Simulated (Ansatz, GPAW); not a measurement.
# Work function of a 3-layer slab of Na(100) at several levels, part 2 of 3

Aim: the work function of both faces of a 3-layer slab of Na(100), and its spread over functionals and bases.

GPAW 26.7.0 and Ansatz 0.2.0; Ansatz plane waves; slab in vacuum with a dipole correction, relaxation (the session's first sound run).

So far, upper work function (eV): step 2 (relaxation) 2.65.

### Step 3. Plane waves, PBE

With the geometry fixed, the planar mean of the potential gives the vacuum level on each side.

This step: GPAW, PAW setups; slab in vacuum (GPAW 26.7.0).

The input, run.py:

```python
import json
import numpy as np
from ase import Atoms
from gpaw import GPAW, PW

slab = Atoms(
    ['Na', 'Na', 'Na'],
    positions=[
        [0.00000, 0.00000, 8.00000],
        [2.11500, 2.11500, 10.04299],
        [-0.00000, 0.00000, 12.09170]],
    cell=[[4.23, 0.0, 0.0], [0.0, 4.23, 0.0], [0.0, 0.0, 20.23]],
    pbc=[True, True, False])

slab.calc = GPAW(mode=PW(400), xc='PBE', kpts={'size': (8, 8, 1), 'gamma': True},
                 occupations={'name': 'fermi-dirac', 'width': 0.1}, nbands='140%',
                 convergence={'density': 1e-05}, maxiter=200,
                 poissonsolver={'dipolelayer': 'xy'},
                 symmetry={'tolerance': 1e-3}, txt='slab.txt')
result = {}
energy = slab.get_potential_energy()
fermi = slab.calc.get_fermi_level()
v = slab.calc.get_electrostatic_potential().mean((0, 1)) - fermi
n = slab.calc.get_pseudo_density().mean((0, 1))
L = slab.cell[2, 2]
z = np.arange(len(v)) * L / len(v)
low, high = slab.positions[:, 2].min(), slab.positions[:, 2].max()
below, above = np.interp([low - 5.8, high + 5.8], z, v)
slopes = [np.interp(x, z, np.gradient(v, z)) for x in (low - 5.8, high + 5.8)]
eps = np.array([[slab.calc.get_eigenvalues(k, s) for k in range(len(slab.calc.get_ibz_k_points()))]
                for s in range(slab.calc.get_number_of_spins())]) - fermi
top, bottom = eps[eps < 0].max(), eps[eps > 0].min()
dipole = slab.get_dipole_moment()[2]
print(f'energy {energy:.4f} eV, Fermi level {fermi:.4f} eV, dipole {dipole:.5f} e A')
print(f'potential 5.8 A off the faces, from the Fermi level: lower {below:.4f} eV, upper {above:.4f} eV')
print(f'slope of the potential there: lower {slopes[0]:.5f}, upper {slopes[1]:.5f} eV/A')
print(f'nearest levels on the mesh: {top:.4f} and {bottom:.4f} eV')
print('magnetic moment', round(slab.get_magnetic_moment(), 3))
result.update(energy=energy, fermi=fermi, dipole=dipole, below=below, above=above, slopes=slopes, edges=[top, bottom],
              z=z.tolist(), v=v.tolist(), n=n.tolist(), positions=slab.positions.tolist(),
              forces=slab.get_forces(apply_constraint=False).tolist(), moments=slab.get_magnetic_moments().tolist())
json.dump(result, open('result.json', 'w'))
```

On the command line:

```
$ OMP_NUM_THREADS=1 OPENBLAS_NUM_THREADS=2 python run.py
```

What it wrote:

```text
energy -3.4921 eV, Fermi level -1.6909 eV, dipole -0.00002 e A
potential 5.8 A off the faces, from the Fermi level: lower 2.6515 eV, upper 2.6511 eV
slope of the potential there: lower -0.00036, upper 0.00036 eV/A
nearest levels on the mesh: -0.0122 and 0.0720 eV
magnetic moment 0.0
```

Wall time 48 s (2 threads of Arm Neoverse N1, shared host); peak memory 0.22 GiB.

Numbers from this step:

* dipole along the normal: -1.73e-5 e·Å
* levels nearest the Fermi level on the mesh: -0.01215, 0.07205 eV from the Fermi level
* upper work function: 2.651 eV
* lower work function: 2.651 eV

Table of electrostatic potential energy of an electron (without an applied field's), less the Fermi level, planar mean by z:

| z (Å) | electrostatic potential energy of an electron (without an applied field's), less the Fermi level, planar mean (eV) |
| --- | --- |
| 0 | 2.65 |
| 1 | 2.65 |
| 2 | 2.65 |
| 3 | 2.65 |
| 4 | 2.65 |
| 5 | 2.61 |
| 6 | 2.40 |
| 7 | 1.35 |
| 8 | -1.73 |
| 9 | 0.726 |
| 10 | -1.54 |
| 11 | 0.736 |
| 12 | -1.66 |
| 13 | 1.15 |
| 14 | 2.35 |
| 15 | 2.60 |
| 16 | 2.64 |
| 17 | 2.65 |
| 18 | 2.65 |
| 19 | 2.65 |
| 20 | 2.65 |

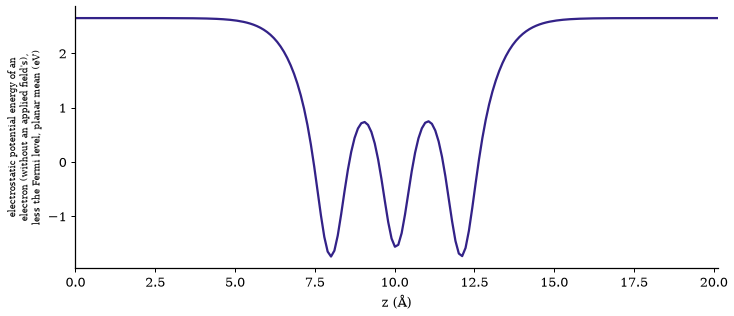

Electrostatic potential energy of an electron (without an applied field's), less the Fermi level, planar mean, plotted against z.

The pseudo valence density, planar mean oscillates, so the rows of the table below give means over windows of 2 Å about each position, cut where the curve ends. Its maxima inside the range that stand out by 2 % of the span (Å: e/Å³): 8.0: 0.490, 10.1: 0.479, 12.0: 0.471. Its minima: 9.1: 0.0378, 11.2: 0.0388.

Pseudo valence density, planar mean against z; means over each step:

| z (Å) | pseudo valence density, planar mean (e/Å³) |
| --- | --- |
| 2 | 5.1e-6 |
| 4 | 2.2e-4 |
| 6 | 0.00550 |
| 8 | 0.189 |
| 10 | 0.195 |
| 12 | 0.190 |
| 14 | 0.00648 |
| 16 | 2.6e-4 |
| 18 | 6.1e-6 |

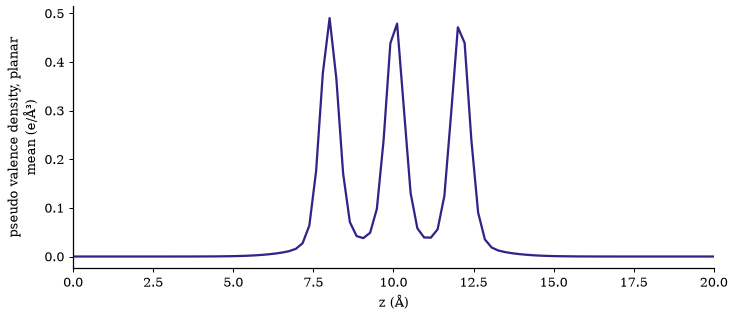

Pseudo valence density, planar mean against z.

The potential is flat to 3.6e-4 eV/Å where it is read, so the vacuum is wide enough. The geometry is the other program's minimum; here the largest force on a free atom is 0.0021 eV/Å.

### Step 4. Self-consistent run: xc = "LDA"

The same geometry under LDA, to see how far the functional moves the levels against the vacuum.

Changes to run.py since step 3:

```diff
@@ -14,3 +14,3 @@
 
-slab.calc = GPAW(mode=PW(400), xc='PBE', kpts={'size': (8, 8, 1), 'gamma': True},
+slab.calc = GPAW(mode=PW(400), xc='LDA', kpts={'size': (8, 8, 1), 'gamma': True},
                  occupations={'name': 'fermi-dirac', 'width': 0.1}, nbands='140%',
```

What it wrote:

```text
energy -3.8265 eV, Fermi level -1.8219 eV, dipole -0.00002 e A
potential 5.8 A off the faces, from the Fermi level: lower 2.7692 eV, upper 2.7688 eV
slope of the potential there: lower -0.00032, upper 0.00033 eV/A
nearest levels on the mesh: -0.0138 and 0.0739 eV
magnetic moment 0.0
```

Wall time 50 s (2 threads); peak memory 0.2 GiB.

Numbers from this step:

```yaml
dipole_along_the_normal: -2.27e-5 e·Å
levels_nearest_the_fermi_level_on_the_mesh: -0.01383, 0.07388 eV from the Fermi level
upper_work_function: 2.769 eV
lower_work_function: 2.769 eV
```

The electrostatic potential energy of an electron (without an applied field's), less the Fermi level, planar mean by z:

| z (Å) | electrostatic potential energy of an electron (without an applied field's), less the Fermi level, planar mean (eV) |
| --- | --- |
| 0 | 2.77 |
| 2 | 2.77 |
| 4 | 2.76 |
| 6 | 2.51 |
| 8 | -1.59 |
| 10 | -1.37 |
| 12 | -1.51 |
| 14 | 2.47 |
| 16 | 2.76 |
| 18 | 2.77 |
| 20 | 2.77 |

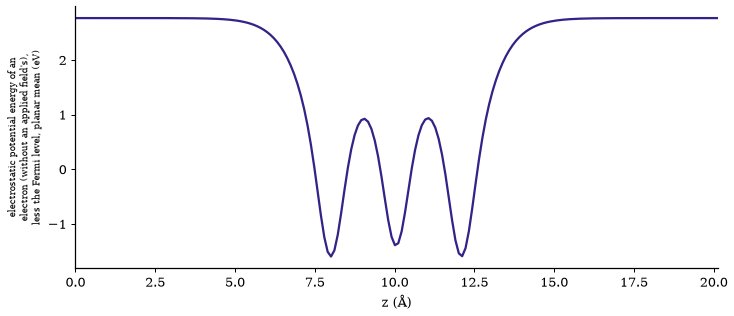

Electrostatic potential energy of an electron (without an applied field's), less the Fermi level, planar mean against z.

The pseudo valence density, planar mean oscillates, so the rows of the table below give means over windows of 1 Å about each position, cut where the curve ends. Its maxima inside the range that stand out by 2 % of the span (Å: e/Å³): 8.0: 0.490, 10.1: 0.478, 12.0: 0.471. Its minima: 9.1: 0.0383, 11.2: 0.0393.

Pseudo valence density, planar mean against z; means over each step:

| z (Å) | pseudo valence density, planar mean (e/Å³) |
| --- | --- |
| 3 | 2.2e-5 |
| 4 | 1.5e-4 |
| 5 | 8.9e-4 |
| 6 | 0.00425 |
| 7 | 0.0341 |
| 8 | 0.315 |
| 9 | 0.0652 |
| 10 | 0.321 |
| 11 | 0.0675 |
| 12 | 0.311 |
| 13 | 0.0482 |
| 14 | 0.00482 |
| 15 | 0.00105 |
| 16 | 1.8e-4 |
| 17 | 2.7e-5 |

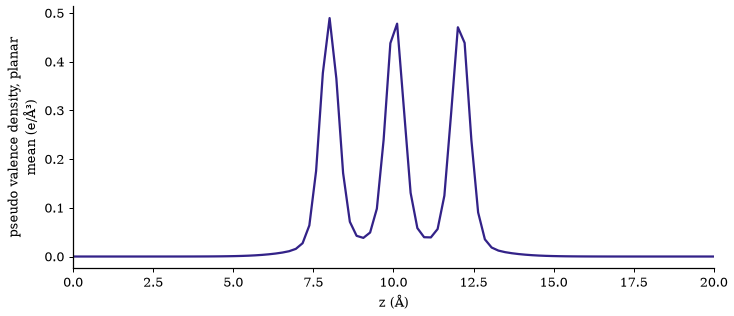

Pseudo valence density, planar mean against z.

Force by atom:

| atom | x (eV/Å) | y (eV/Å) | z (eV/Å) | size |
| --- | --- | --- | --- | --- |
| Na1 | 0.0000 | 0.0000 | 0.0795 | 0.0795 |
| Na2 | 0.0000 | 0.0000 | 0.0018 | 0.0018 |
| Na3 | 0.0000 | 0.0000 | -0.0812 | 0.0812 |

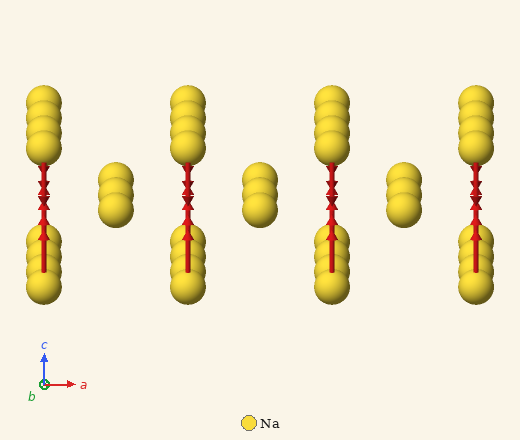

Force as arrows, the longest 0.0812 eV/Å. 3×3×1 cells are drawn. Some periodic images of atoms are drawn too.

The upper face's work function is 2.769 eV, against 2.651 eV in the first plane-wave PBE run at this geometry.

### Step 5. OptPBE vdW: xc = "optPBE-vdW"

The same geometry under optPBE-vdW, to see how far the functional moves the levels against the vacuum (the van der Waals functionals take revPBE setups).

Changes to run.py since step 4:

```diff
@@ -14,3 +14,3 @@
 
-slab.calc = GPAW(mode=PW(400), xc='LDA', kpts={'size': (8, 8, 1), 'gamma': True},
+slab.calc = GPAW(mode=PW(400), xc='optPBE-vdW', kpts={'size': (8, 8, 1), 'gamma': True},
                  occupations={'name': 'fermi-dirac', 'width': 0.1}, nbands='140%',
```

What it wrote:

```text
energy -18.0771 eV, Fermi level -1.7568 eV, dipole -0.00002 e A
potential 5.8 A off the faces, from the Fermi level: lower 2.7676 eV, upper 2.7672 eV
slope of the potential there: lower -0.00082, upper 0.00083 eV/A
nearest levels on the mesh: -0.0015 and 0.0686 eV
magnetic moment 0.0
```

It took 2.1 min on 2 threads; peak memory 0.41 GiB.

Numbers from this step:

```
dipole along the normal                    : -2.03e-5 e·Å
levels nearest the Fermi level on the mesh : -0.001508, 0.06862 eV from the Fermi level
upper work function                        : 2.767 eV
lower work function                        : 2.768 eV
```

The electrostatic potential energy of an electron (without an applied field's), less the Fermi level, planar mean by z:

| z (Å) | electrostatic potential energy of an electron (without an applied field's), less the Fermi level, planar mean (eV) |
| --- | --- |
| 0 | 2.77 |
| 2 | 2.77 |
| 4 | 2.76 |
| 6 | 2.46 |
| 8 | -1.72 |
| 10 | -1.58 |
| 12 | -1.65 |
| 14 | 2.41 |
| 16 | 2.75 |
| 18 | 2.77 |
| 20 | 2.77 |

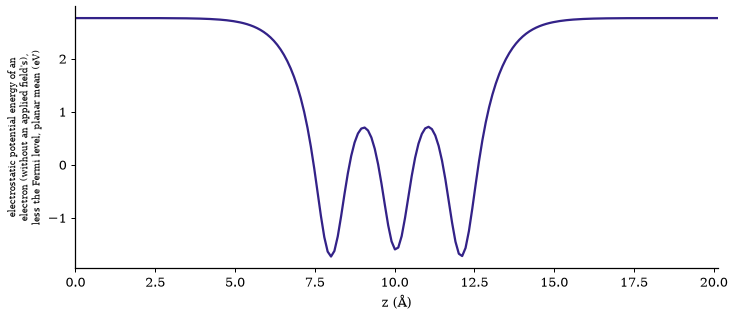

Electrostatic potential energy of an electron (without an applied field's), less the Fermi level, planar mean against z.

The upper face's work function is 2.767 eV, against 2.651 eV in the first plane-wave PBE run at this geometry.

### Step 6. Self-consistent run: xc = "vdW-DF2"

The same geometry under vdW-DF2, to see how far the functional moves the levels against the vacuum (the van der Waals functionals take revPBE setups).

Changes to run.py since step 5:

```diff
@@ -14,3 +14,3 @@
 
-slab.calc = GPAW(mode=PW(400), xc='optPBE-vdW', kpts={'size': (8, 8, 1), 'gamma': True},
+slab.calc = GPAW(mode=PW(400), xc='vdW-DF2', kpts={'size': (8, 8, 1), 'gamma': True},
                  occupations={'name': 'fermi-dirac', 'width': 0.1}, nbands='140%',
```

What it wrote:

```text
energy -58.3500 eV, Fermi level -1.8833 eV, dipole -0.00004 e A
potential 5.8 A off the faces, from the Fermi level: lower 2.8932 eV, upper 2.8931 eV
slope of the potential there: lower -0.00058, upper 0.00059 eV/A
nearest levels on the mesh: -0.0674 and 0.0148 eV
magnetic moment 0.0
```

The job ended after 1.7 min (2 threads; peak memory 0.41 GiB).

Numbers from this step:

| Quantity | Value |
| --- | --- |
| dipole along the normal | -3.84e-5 e·Å |
| levels nearest the Fermi level on the mesh | -0.06743, 0.01484 eV from the Fermi level |
| upper work function | 2.893 eV |
| lower work function | 2.893 eV |

The upper face's work function is 2.893 eV, against 2.651 eV in the first plane-wave PBE run at this geometry.

### Step 7. Self-consistent run: xc = "revPBE"

The same geometry under revPBE, to see how far the functional moves the levels against the vacuum.

Changes to run.py since step 6:

```diff
@@ -14,3 +14,3 @@
 
-slab.calc = GPAW(mode=PW(400), xc='vdW-DF2', kpts={'size': (8, 8, 1), 'gamma': True},
+slab.calc = GPAW(mode=PW(400), xc='revPBE', kpts={'size': (8, 8, 1), 'gamma': True},
                  occupations={'name': 'fermi-dirac', 'width': 0.1}, nbands='140%',
```

What it wrote:

```text
energy -3.2228 eV, Fermi level -1.6053 eV, dipole -0.00001 e A
potential 5.8 A off the faces, from the Fermi level: lower 2.5715 eV, upper 2.5711 eV
slope of the potential there: lower -0.00041, upper 0.00041 eV/A
nearest levels on the mesh: -0.0133 and 0.0714 eV
magnetic moment 0.0
```

It took 47 s on 2 threads; peak memory 0.22 GiB.

This step gave:

| Quantity | Value |
| --- | --- |
| dipole along the normal | -1.50e-5 e·Å |
| levels nearest the Fermi level on the mesh | -0.01325, 0.07135 eV from the Fermi level |
| upper work function | 2.571 eV |
| lower work function | 2.571 eV |

Electrostatic potential energy of an electron (without an applied field's), less the Fermi level, planar mean against z:

| z (Å) | electrostatic potential energy of an electron (without an applied field's), less the Fermi level, planar mean (eV) |
| --- | --- |
| 0 | 2.57 |
| 2 | 2.57 |
| 4 | 2.56 |
| 6 | 2.32 |
| 8 | -1.82 |
| 10 | -1.64 |
| 12 | -1.75 |
| 14 | 2.27 |
| 16 | 2.56 |
| 18 | 2.57 |
| 20 | 2.57 |

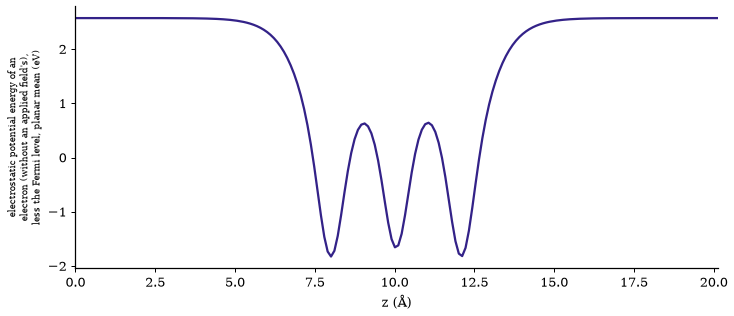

Electrostatic potential energy of an electron (without an applied field's), less the Fermi level, planar mean, plotted against z.

The upper face's work function is 2.571 eV, against 2.651 eV in the first plane-wave PBE run at this geometry.

### Step 8. Real-space grid: mode = "fd"

A real-space grid is a second complete basis, so it checks the plane-wave result.

Changes to run.py since step 7:

```diff
@@ -3,3 +3,3 @@
 from ase import Atoms
-from gpaw import GPAW, PW
+from gpaw import GPAW
 
@@ -14,3 +14,3 @@
 
-slab.calc = GPAW(mode=PW(400), xc='revPBE', kpts={'size': (8, 8, 1), 'gamma': True},
+slab.calc = GPAW(mode='fd', h=0.18, xc='PBE', kpts={'size': (8, 8, 1), 'gamma': True},
                  occupations={'name': 'fermi-dirac', 'width': 0.1}, nbands='140%',
```

What it wrote:

```text
energy -3.5023 eV, Fermi level -2.6512 eV, dipole 0.00003 e A
potential 5.8 A off the faces, from the Fermi level: lower 2.6512 eV, upper 2.6509 eV
slope of the potential there: lower -0.00034, upper 0.00035 eV/A
nearest levels on the mesh: -0.0122 and 0.0721 eV
magnetic moment 0.0
```

The job ended after 4 min (2 threads; peak memory 0.58 GiB).

This step gave:

```
dipole along the normal                    : 2.86e-5 e·Å
levels nearest the Fermi level on the mesh : -0.01219, 0.07205 eV from the Fermi level
upper work function                        : 2.651 eV
lower work function                        : 2.651 eV
```

The upper face's work function is 2.651 eV, against 2.651 eV in the first plane-wave PBE run at this geometry.

### Step 9. Atomic orbitals: mode = "lcao"

Atom-centred orbitals end a few angstrom from the surface, which tests how much the density's tail matters.

Changes to run.py since step 8:

```diff
@@ -14,4 +14,4 @@
 
-slab.calc = GPAW(mode='fd', h=0.18, xc='PBE', kpts={'size': (8, 8, 1), 'gamma': True},
-                 occupations={'name': 'fermi-dirac', 'width': 0.1}, nbands='140%',
+slab.calc = GPAW(mode='lcao', basis='dzp', h=0.18, xc='PBE', kpts={'size': (8, 8, 1), 'gamma': True},
+                 occupations={'name': 'fermi-dirac', 'width': 0.1}, nbands='120%',
                  convergence={'density': 1e-05}, maxiter=200,
```

What it wrote:

```text
energy -3.3377 eV, Fermi level -2.6279 eV, dipole 0.00006 e A
potential 5.8 A off the faces, from the Fermi level: lower 2.6281 eV, upper 2.6276 eV
slope of the potential there: lower -0.00014, upper 0.00014 eV/A
nearest levels on the mesh: -0.0592 and 0.0057 eV
magnetic moment 0.0
```

Run time: 10 min. Hardware: 2 threads; peak memory 0.41 GiB.

This step gave:

```
dipole along the normal                    : 5.88e-5 e·Å
levels nearest the Fermi level on the mesh : -0.05923, 0.005740 eV from the Fermi level
upper work function                        : 2.628 eV
lower work function                        : 2.628 eV
```

The upper face's work function is 2.628 eV, against 2.651 eV in the first plane-wave PBE run at this geometry.

### Step 10. All levels side by side

Times are for 2 threads of Arm Neoverse N1, shared host. The runs compared:

| no. | run | upper work function (eV) | time | memory (GiB) |
| --- | --- | --- | --- | --- |
| 1 | pw | 2.651 | 48 s | 0.22 |
| 2 | LDA | 2.769 | 50 s | 0.2 |
| 3 | optPBE vdW | 2.767 | 2.1 min | 0.41 |
| 4 | vdW DF2 | 2.893 | 1.7 min | 0.41 |
| 5 | revPBE | 2.571 | 47 s | 0.22 |
| 6 | fd | 2.651 | 4 min | 0.58 |
| 7 | lcao | 2.628 | 10 min | 0.41 |

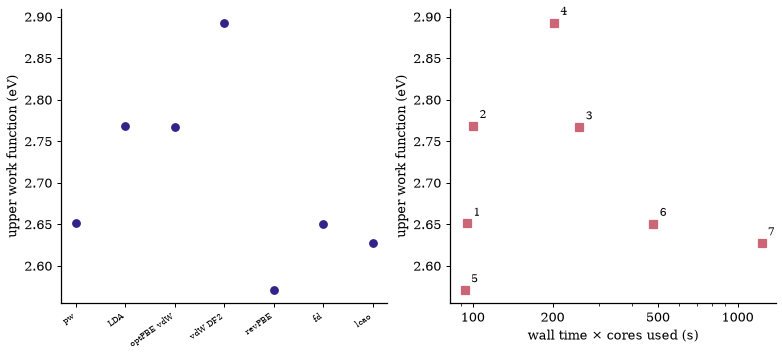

The series as plots; the last panel sets the first result against cost, with the runs numbered as in the table.

(Continued in part 3 of 3.)

[Logs are printed without paths, hosts, clocks, repeated set-up lines and the standing remarks that a program may print on its own settings, such as how far it seeks lower states.]

[Hosts, paths, dates, database ids (printed as entryN), source tags and the programs' standing remarks are cut or masked in the printed files.]
